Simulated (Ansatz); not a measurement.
# Run report: VSi24C23, field-gradient calculation (part 3 of 3)

The same run, continued: VSi24C23 (defect cell, 48 atoms in the cell); DFT, PBE, plane-wave PAW, default files, scalar-relativistic, spin-polarised (Ansatz 0.2.0); cutoff 420 eV, 4×3×2 k-mesh, Fermi–Dirac smearing of 0.01 eV, collinear spins. The structure derives from an entry of the Crystallography Open Database. It belongs to a series of runs on one base structure; here: V on a C site, charge +0, host positions.

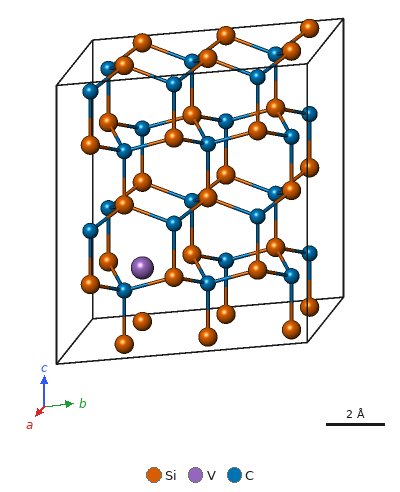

**Figure 1.** The input geometry (ball-and-stick view of the cell of the calculation, seen slightly off an axis). An atom can appear more than once, as a periodic image.

File populations.tsv:
```
# site	symbol	l	j	q_up	q_dn
# orbitals = lowdin
# n_electrons = 201.000000
# spilling = 0.010173
0	Si	0_3S	-	0.482410	0.488171
0	Si	1_3P	-	1.100007	1.108603
1	Si	0_3S	-	0.452136	0.452888
1	Si	1_3P	-	1.011599	1.013724
2	Si	0_3S	-	0.452668	0.452872
2	Si	1_3P	-	1.006328	1.006678
3	Si	0_3S	-	0.452503	0.451972
3	Si	1_3P	-	1.009500	1.006587
4	Si	0_3S	-	0.452926	0.453004
4	Si	1_3P	-	1.006333	1.007035
5	Si	0_3S	-	0.452631	0.452152
5	Si	1_3P	-	1.009781	1.007025
6	Si	0_3S	-	0.453479	0.453562
6	Si	1_3P	-	1.003738	1.004545
7	Si	0_3S	-	0.453145	0.452093
7	Si	1_3P	-	1.011600	1.005516
8	Si	0_3S	-	0.452419	0.452535
8	Si	1_3P	-	1.006791	1.006863
9	Si	0_3S	-	0.452484	0.452030
9	Si	1_3P	-	1.009235	1.006656
10	Si	0_3S	-	0.452614	0.452543
10	Si	1_3P	-	1.006546	1.007093
11	Si	0_3S	-	0.452709	0.452396
11	Si	1_3P	-	1.009609	1.007098
12	Si	0_3S	-	0.494829	0.496294
12	Si	1_3P	-	1.115745	1.048819
13	Si	0_3S	-	0.453845	0.452796
13	Si	1_3P	-	1.009729	1.004064
14	Si	0_3S	-	0.488886	0.492841
14	Si	1_3P	-	1.102698	1.076634
15	Si	0_3S	-	0.453441	0.453217
15	Si	1_3P	-	1.008257	1.006754
16	Si	0_3S	-	0.456735	0.456401
16	Si	1_3P	-	1.006623	0.998208
17	Si	0_3S	-	0.452309	0.452164
17	Si	1_3P	-	1.008348	1.007106
18	Si	0_3S	-	0.493731	0.495110
18	Si	1_3P	-	1.112720	1.053359
19	Si	0_3S	-	0.453750	0.452843
19	Si	1_3P	-	1.009522	1.004815
20	Si	0_3S	-	0.453612	0.453652
20	Si	1_3P	-	1.002885	1.003665
21	Si	0_3S	-	0.452188	0.452209
21	Si	1_3P	-	1.009945	1.008052
22	Si	0_3S	-	0.453967	0.453572
22	Si	1_3P	-	1.003991	1.004211
23	Si	0_3S	-	0.452208	0.452218
23	Si	1_3P	-	1.009101	1.007967
24	V	0_3S	-	0.965033	0.964847
24	V	0_4S	-	0.248313	0.238590
24	V	1_3P	-	2.917983	2.911712
24	V	2_3D	-	3.372280	1.652427
25	C	0_2S	-	0.581592	0.582363
25	C	1_2P	-	1.918847	1.919192
26	C	0_2S	-	0.591729	0.584484
26	C	1_2P	-	1.918263	1.881468
27	C	0_2S	-	0.581729	0.581024
27	C	1_2P	-	1.918668	1.915208
28	C	0_2S	-	0.592888	0.585845
28	C	1_2P	-	1.920212	1.876911
29	C	0_2S	-	0.581877	0.580929
29	C	1_2P	-	1.919484	1.914451
30	C	0_2S	-	0.603964	0.596292
30	C	1_2P	-	1.882164	1.856664
31	C	0_2S	-	0.582969	0.581393
31	C	1_2P	-	1.919346	1.910526
32	C	0_2S	-	0.588327	0.582810
32	C	1_2P	-	1.914695	1.893653
33	C	0_2S	-	0.581690	0.581100
33	C	1_2P	-	1.918345	1.915225
34	C	0_2S	-	0.590262	0.583264
34	C	1_2P	-	1.919030	1.886728
35	C	0_2S	-	0.581869	0.580931
35	C	1_2P	-	1.919153	1.914410
36	C	0_2S	-	0.590693	0.580958
36	C	1_2P	-	1.916413	1.878269
37	C	0_2S	-	0.589666	0.582330
37	C	1_2P	-	1.917896	1.881849
38	C	0_2S	-	0.589796	0.580148
38	C	1_2P	-	1.915348	1.878272
39	C	0_2S	-	0.587967	0.584487
39	C	1_2P	-	1.908347	1.893370
40	C	0_2S	-	0.581031	0.580680
40	C	1_2P	-	1.918593	1.916569
41	C	0_2S	-	0.580825	0.580518
41	C	1_2P	-	1.919593	1.916358
42	C	0_2S	-	0.591018	0.580594
42	C	1_2P	-	1.918146	1.875470
43	C	0_2S	-	0.589144	0.582848
43	C	1_2P	-	1.915261	1.886261
44	C	0_2S	-	0.581163	0.581070
44	C	1_2P	-	1.918438	1.917424
45	C	0_2S	-	0.580824	0.580782
45	C	1_2P	-	1.917769	1.917880
46	C	0_2S	-	0.581111	0.580902
46	C	1_2P	-	1.918746	1.917085
47	C	0_2S	-	0.580777	0.580656
47	C	1_2P	-	1.918467	1.917321
```

File rho_z.tsv:
```
# z_ang	rho[e/angstrom^3]	rho_spin[e/angstrom^3]
# format = ansatz-planar-average/11
# lattice	6.152000000	0.000000000	0.000000000
# lattice	-4.614000000	7.991682426	0.000000000
# lattice	0.000000000	0.000000000	10.096000000
# sites	48
# site	14	-0.000000000	1.775929428	0.000000000
# site	14	-0.000000000	1.775929428	5.048000000
# site	14	-1.538000001	4.439823570	0.000000000
# site	14	-1.538000001	4.439823570	5.048000000
# site	14	-3.076000000	7.103717712	0.000000000
# site	14	-3.076000000	7.103717712	5.048000000
# site	14	3.076000000	1.775929428	0.000000000
# site	14	3.076000000	1.775929428	5.048000000
# site	14	1.537999999	4.439823570	0.000000000
# site	14	1.537999999	4.439823570	5.048000000
# site	14	-0.000000000	7.103717712	0.000000000
# site	14	-0.000000000	7.103717712	5.048000000
# site	14	1.538000000	0.887964714	2.524000000
# site	14	1.538000000	0.887964714	7.572000000
# site	14	0.000000001	3.551858856	2.524000000
# site	14	0.000000001	3.551858856	7.572000000
# site	14	-1.538000000	6.215752998	2.524000000
# site	14	-1.538000000	6.215752998	7.572000000
# site	14	4.614000000	0.887964714	2.524000000
# site	14	4.614000000	0.887964714	7.572000000
# site	14	3.076000001	3.551858856	2.524000000
# site	14	3.076000001	3.551858856	7.572000000
# site	14	1.538000000	6.215752998	2.524000000
# site	14	1.538000000	6.215752998	7.572000000
# site	23	-0.000000000	1.775929428	1.943480000
# site	6	-0.000000000	1.775929428	6.991480000
# site	6	-1.538000001	4.439823570	1.943480000
# site	6	-1.538000001	4.439823570	6.991480000
# site	6	-3.076000000	7.103717712	1.943480000
# site	6	-3.076000000	7.103717712	6.991480000
# site	6	3.076000000	1.775929428	1.943480000
# site	6	3.076000000	1.775929428	6.991480000
# site	6	1.537999999	4.439823570	1.943480000
# site	6	1.537999999	4.439823570	6.991480000
# site	6	-0.000000000	7.103717712	1.943480000
# site	6	-0.000000000	7.103717712	6.991480000
# site	6	1.538000000	0.887964714	4.467480000
# site	6	1.538000000	0.887964714	9.515480000
# site	6	0.000000001	3.551858856	4.467480000
# site	6	0.000000001	3.551858856	9.515480000
# site	6	-1.538000000	6.215752998	4.467480000
# site	6	-1.538000000	6.215752998	9.515480000
# site	6	4.614000000	0.887964714	4.467480000
# site	6	4.614000000	0.887964714	9.515480000
# site	6	3.076000001	3.551858856	4.467480000
# site	6	3.076000001	3.551858856	9.515480000
# site	6	1.538000000	6.215752998	4.467480000
# site	6	1.538000000	6.215752998	9.515480000
0.000000	4.411077e-1	6.425250e-4
0.140222	3.578313e-1	1.482411e-4
0.280444	2.941066e-1	7.418055e-5
0.420667	2.535109e-1	4.541250e-4
0.560889	2.312519e-1	1.230521e-3
0.701111	2.204956e-1	2.358181e-3
0.841333	2.182373e-1	3.813552e-3
0.981556	2.267595e-1	5.655446e-3
1.121778	2.523580e-1	7.920190e-3
1.262000	3.048444e-1	1.117773e-2
1.402222	3.933360e-1	1.629843e-2
1.542444	5.171951e-1	2.237692e-2
1.682667	6.565105e-1	2.686843e-2
1.822889	7.747395e-1	2.849928e-2
1.963111	8.359812e-1	2.869618e-2
2.103333	8.215251e-1	2.914466e-2
2.243556	7.383062e-1	2.911354e-2
2.383778	6.155242e-1	2.687479e-2
2.524000	4.883147e-1	2.248307e-2
2.664222	3.816383e-1	1.759173e-2
2.804444	3.055379e-1	1.318997e-2
2.944667	2.575757e-1	9.304220e-3
3.084889	2.297074e-1	6.123267e-3
3.225111	2.150845e-1	3.806378e-3
3.365333	2.108474e-1	2.318151e-3
3.505556	2.185154e-1	1.577304e-3
3.645778	2.419303e-1	1.429073e-3
3.786000	2.847511e-1	1.723137e-3
3.926222	3.474037e-1	2.248589e-3
4.066444	4.244896e-1	2.684431e-3
4.206667	5.050032e-1	2.605702e-3
4.346889	5.761988e-1	1.942998e-3
4.487111	6.250843e-1	1.279948e-3
4.627333	6.369849e-1	1.119480e-3
4.767556	6.032264e-1	1.271271e-3
4.907778	5.314227e-1	1.380247e-3
5.048000	4.419563e-1	1.381802e-3
5.188222	3.564114e-1	1.296203e-3
5.328444	2.893805e-1	1.140879e-3
5.468667	2.451545e-1	9.483134e-4
5.608889	2.199919e-1	7.528061e-4
5.749111	2.079708e-1	5.791738e-4
5.889333	2.061474e-1	4.487403e-4
6.029556	2.158375e-1	3.696950e-4
6.169778	2.408023e-1	3.451454e-4
6.310000	2.847152e-1	3.704518e-4
6.450222	3.480221e-1	4.285912e-4
6.590444	4.253692e-1	4.840375e-4
6.730667	5.057847e-1	4.832974e-4
6.870889	5.766916e-1	4.167516e-4
7.011111	6.253979e-1	3.544107e-4
7.151333	6.373484e-1	3.505548e-4
7.291556	6.036352e-1	3.603530e-4
7.431778	5.317393e-1	3.414296e-4
7.572000	4.421278e-1	3.125189e-4
7.712222	3.564888e-1	3.159818e-4
7.852444	2.894074e-1	3.748915e-4
7.992667	2.451487e-1	4.854607e-4
8.132889	2.199471e-1	6.076105e-4
8.273111	2.078922e-1	6.935611e-4
8.413333	2.060529e-1	7.206843e-4
8.553556	2.157561e-1	7.008573e-4
8.693778	2.407696e-1	6.680076e-4
8.834000	2.847582e-1	6.525242e-4
8.974222	3.481539e-1	6.845032e-4
9.114444	4.255584e-1	7.934222e-4
9.254667	5.059558e-1	1.000720e-3
9.394889	5.766291e-1	1.316639e-3
9.535111	6.247197e-1	1.726794e-3
9.675333	6.357729e-1	2.027836e-3
9.815556	6.013869e-1	1.918734e-3
9.955778	5.295610e-1	1.354875e-3
```

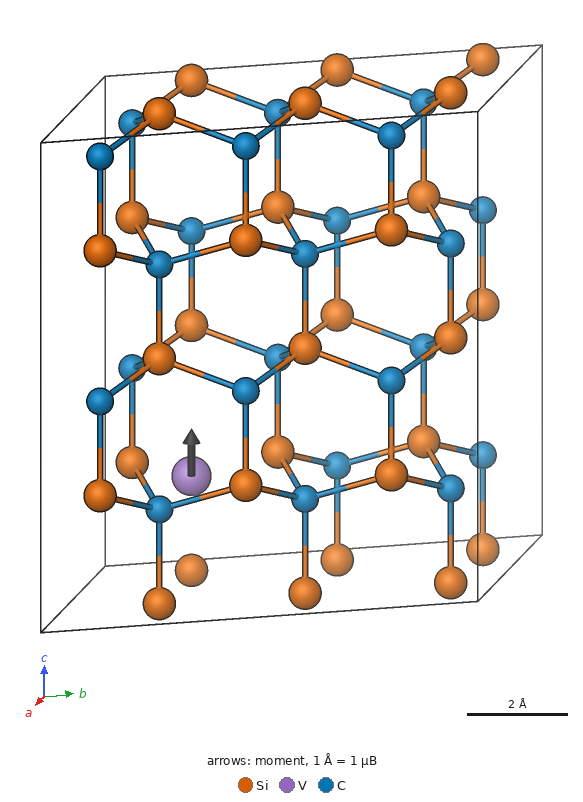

**Figure 2.** Magnetic moments of the sites as black arrows (ball-and-stick view of the cell of the calculation, seen slightly off an axis); small moments hardly show. The run is collinear, so the axis drawn is arbitrary. Site moments: V25 (0.99 μB). They are counted near the atoms and needn't add up to the moment of the cell. Atoms are counted from 1 in the order of the input.

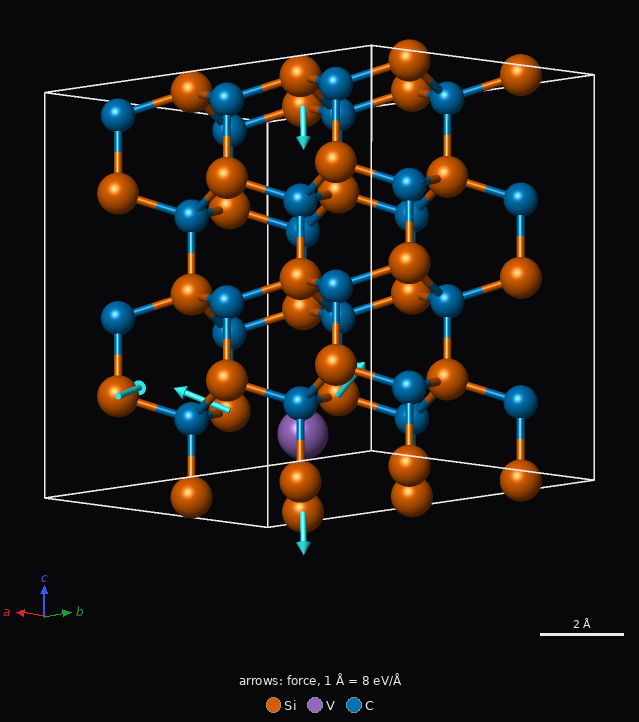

**Figure 3.** Forces on the atoms as teal arrows (ball-and-stick view of the cell of the calculation, seen at an oblique angle); the smallest are left out. The largest act on Si13 (11.85 eV/Å); Si19 (11.83 eV/Å); Si15 (11.76 eV/Å); Si1 (8.65 eV/Å). Atoms are counted from 1 in the order of the input and aren't labelled in the picture. The geometry is not a stationary point of this energy.

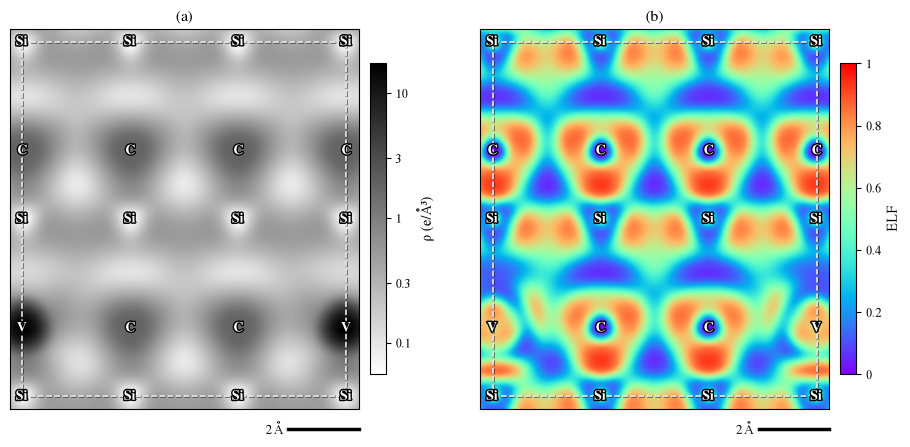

**Figure 4.** (a) valence charge density (pseudo); (b) ELF on the (100) plane of the calculation cell. The section cuts through Si, V and C sites. Si–C (1.94 Å): the density is about 0.81 e/Å³ at the midpoint; the ELF peaks at about 0.95 between the atoms, which marks localised, shared-pair bonding. V–Si (1.94 Å): the density is about 1.1 e/Å³ at the midpoint; the ELF is about 0.65 at the midpoint. Away from the nuclei the density in this plane falls to 0.09 e/Å³ at its lowest. The strong features right at V lie inside the PAW spheres (semicore, d or f shells) and say nothing about bonding. The fields are those of the smooth PAW valence density.

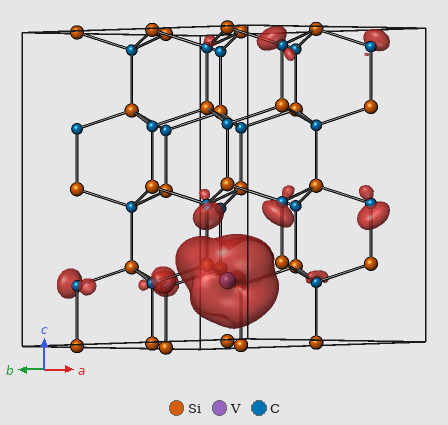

**Figure 5.** Isosurface of the magnetisation density (up minus down) at +0.02 e/Å³ (red), seen at an oblique angle. Sticks mark near contacts. The outline is the calculation cell. The spin density sits on V: +1.0 μB in one cell of 48 atoms: a single local moment. The cell of the calculation (48 atoms) carries 2.5 μB net.

The run was set up as follows.

Input:
```yaml
crystal:
  lattice:
    - [6.152, 0.0, 0.0]
    - [-4.614, 7.991682426, 0.0]
    - [0.0, 0.0, 10.096]
  atoms:
    - { symbol: Si, position: [0.1666666666, 0.2222222222, 0.0] }
    - { symbol: Si, position: [0.1666666666, 0.2222222222, 0.5] }
    - { symbol: Si, position: [0.1666666666, 0.5555555556, 0.0] }
    - { symbol: Si, position: [0.1666666666, 0.5555555556, 0.5] }
    - { symbol: Si, position: [0.1666666666, 0.8888888889, 0.0] }
    - { symbol: Si, position: [0.1666666666, 0.8888888889, 0.5] }
    - { symbol: Si, position: [0.6666666666, 0.2222222222, 0.0] }
    - { symbol: Si, position: [0.6666666666, 0.2222222222, 0.5] }
    - { symbol: Si, position: [0.6666666666, 0.5555555556, 0.0] }
    - { symbol: Si, position: [0.6666666666, 0.5555555556, 0.5] }
    - { symbol: Si, position: [0.6666666666, 0.8888888889, 0.0] }
    - { symbol: Si, position: [0.6666666666, 0.8888888889, 0.5] }
    - { symbol: Si, position: [0.3333333334, 0.1111111111, 0.25] }
    - { symbol: Si, position: [0.3333333334, 0.1111111111, 0.75] }
    - { symbol: Si, position: [0.3333333334, 0.4444444444, 0.25] }
    - { symbol: Si, position: [0.3333333334, 0.4444444444, 0.75] }
    - { symbol: Si, position: [0.3333333334, 0.7777777778, 0.25] }
    - { symbol: Si, position: [0.3333333334, 0.7777777778, 0.75] }
    - { symbol: Si, position: [0.8333333334, 0.1111111111, 0.25] }
    - { symbol: Si, position: [0.8333333334, 0.1111111111, 0.75] }
    - { symbol: Si, position: [0.8333333334, 0.4444444444, 0.25] }
    - { symbol: Si, position: [0.8333333334, 0.4444444444, 0.75] }
    - { symbol: Si, position: [0.8333333334, 0.7777777778, 0.25] }
    - { symbol: Si, position: [0.8333333334, 0.7777777778, 0.75] }
    - { symbol: V, position: [0.1666666666, 0.2222222222, 0.1925], spin: 1.0 }
    - { symbol: C, position: [0.1666666666, 0.2222222222, 0.6925] }
    - { symbol: C, position: [0.1666666666, 0.5555555556, 0.1925] }
    - { symbol: C, position: [0.1666666666, 0.5555555556, 0.6925] }
    - { symbol: C, position: [0.1666666666, 0.8888888889, 0.1925] }
    - { symbol: C, position: [0.1666666666, 0.8888888889, 0.6925] }
    - { symbol: C, position: [0.6666666666, 0.2222222222, 0.1925] }
    - { symbol: C, position: [0.6666666666, 0.2222222222, 0.6925] }
    - { symbol: C, position: [0.6666666666, 0.5555555556, 0.1925] }
    - { symbol: C, position: [0.6666666666, 0.5555555556, 0.6925] }
    - { symbol: C, position: [0.6666666666, 0.8888888889, 0.1925] }
    - { symbol: C, position: [0.6666666666, 0.8888888889, 0.6925] }
    - { symbol: C, position: [0.3333333334, 0.1111111111, 0.4425] }
    - { symbol: C, position: [0.3333333334, 0.1111111111, 0.9425] }
    - { symbol: C, position: [0.3333333334, 0.4444444444, 0.4425] }
    - { symbol: C, position: [0.3333333334, 0.4444444444, 0.9425] }
    - { symbol: C, position: [0.3333333334, 0.7777777778, 0.4425] }
    - { symbol: C, position: [0.3333333334, 0.7777777778, 0.9425] }
    - { symbol: C, position: [0.8333333334, 0.1111111111, 0.4425] }
    - { symbol: C, position: [0.8333333334, 0.1111111111, 0.9425] }
    - { symbol: C, position: [0.8333333334, 0.4444444444, 0.4425] }
    - { symbol: C, position: [0.8333333334, 0.4444444444, 0.9425] }
    - { symbol: C, position: [0.8333333334, 0.7777777778, 0.4425] }
    - { symbol: C, position: [0.8333333334, 0.7777777778, 0.9425] }
magnetization:
  spin_polarized: true
kpoints:
  mp_grid: { grid: [4, 3, 2] }
scf:
  occupations: { method: fermi_dirac, width: 0.01 }
hamiltonian:
  xc: pbe
  pseudopotentials: { kind: paw }
output:
  forces: true
  stress: true
  populations: true
  efg: { quadrupole_moments_barn: { V: -0.052 }, contact_densities: true }
  write_density: true
  write_potential: true
  elf: true
  volumetric_format: npy
```

Run as:
```bash
ansatz run input.yaml --threads 4 --pin off --max-ram 8192MiB --backend cpu --events-out ev --progress --plain --runs-dir out
```

Key numbers:

| quantity | value |
| --- | --- |
| outcome | converged |
| electrons treated | 201 |
| free energy | −23935.9222 eV |
| Fermi energy | 10.668 eV |
| net moment of the cell | 2.50 μB |
| integrated absolute moment | 2.56 μB |
| pressure | 14.38 GPa |
| field gradient V_zz (10²¹ V/m²) | Si −4.77, Si 1.63, Si 1.73, Si 1.64, Si 1.74, Si 1.66, Si 1.89, Si 1.64 (the first 8 of 48 sites) |
| largest force (length of the vector) | 11.854 eV/Å |
| hardware | 4 threads of Arm Neoverse V2, 24 GiB of memory available, shared host |
| wall time | 2.1 min (CPU time 8.2 min) |
| peak memory | 2.7 GiB |

Notes:

Warnings of the run: the state was not tested for a lower one.
